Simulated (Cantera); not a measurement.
A closed system holds: 1 mol MgO, 43 mol HBr, 0.35 mol N2, at 100000 Pa.

Method: chemical equilibrium by Gibbs-energy minimisation in Cantera with the NASA 1993 tables (ideal gas, pure condensed phases). Candidate condensed phases: Br2, H2O, Mg, MgBr2, MgO, Mg(OH)2; 36 gas species. Equilibrium is a limit: real reactors are often held back by kinetics, nucleation or transport.

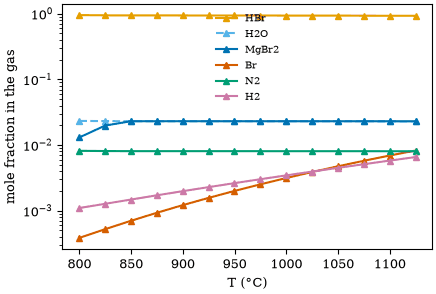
Fig. 1. Equilibrium gas composition (values under 1e-9 drawn at 1e-9)

From 800 °C to 825 °C the condensed part is MgBr2(l). From 850 °C to 1125 °C nothing is condensed. The main Mg-bearing gas is MgBr2 throughout.
